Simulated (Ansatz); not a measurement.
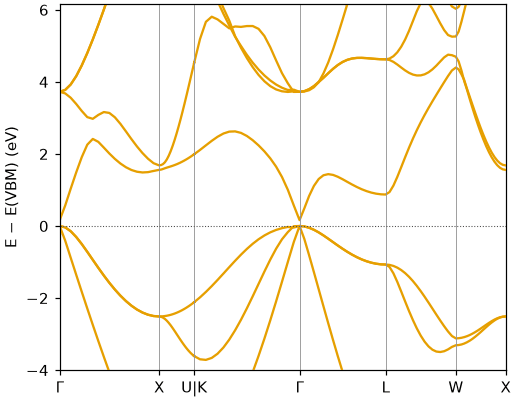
Fig. 1. Band structure from PBE (plane waves, PAW; program Ansatz)

Question: Read off the gap and where the band edges lie.

Answer: About 0.2 eV (0.16 eV by a search for the band edges); maximum at Γ, minimum at Γ.

The material is GaAs (zinc blende, F-43m).

Symmetry was held in the PBE relaxation. Spin–orbit coupling is left out wherever it is not named.

Potentials: the earlier of the program's two PAW sets.
